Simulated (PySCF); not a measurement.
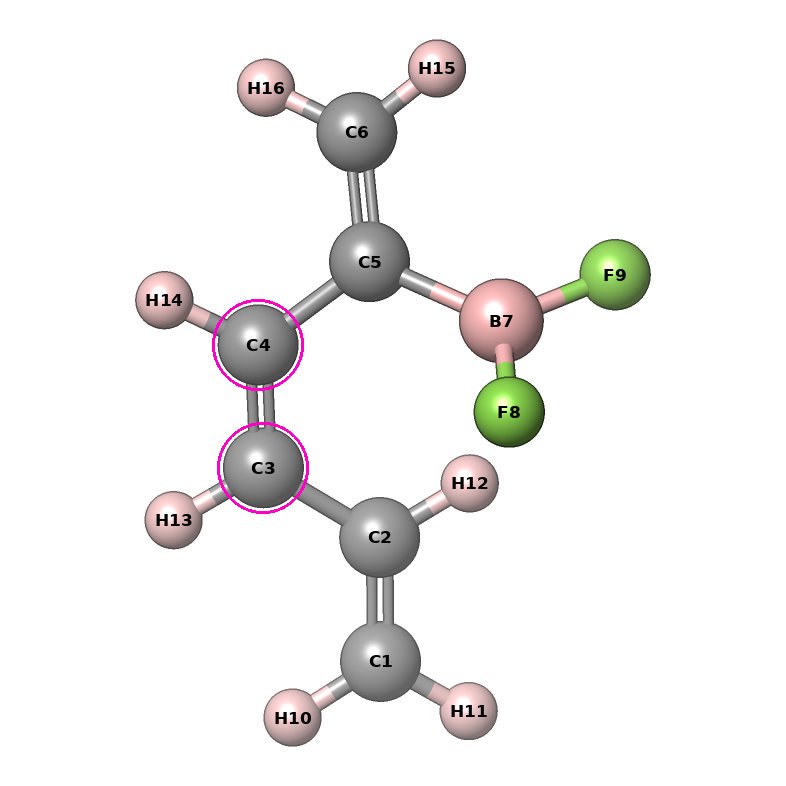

Atoms fade into the background with distance from the viewer. Circles mark the stereogenic atoms. The computed structure is the end point of a GFN2-xTB optimisation. No frequency run is at hand to confirm it as a minimum.

> Assign CIP descriptors.

C3=C4: Z.
